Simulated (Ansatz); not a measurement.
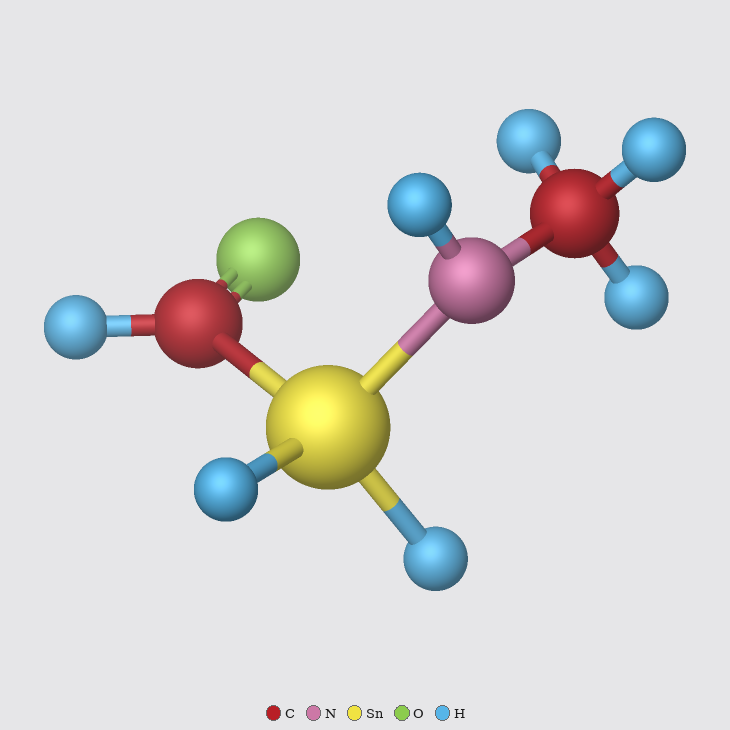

The geometry was computed by an optimisation with PBE-D4/def2-SVP. No frequency run is at hand to confirm it as a minimum. Method: RKS PBE-D4/def2-SVP, core potentials on Sn (Ansatz 0.2.0).

Question: Give the dipole moment at this level.

Answer: 1.45 D.

Question: Estimate the dispersion correction.

Answer: −23.5 kJ/mol.
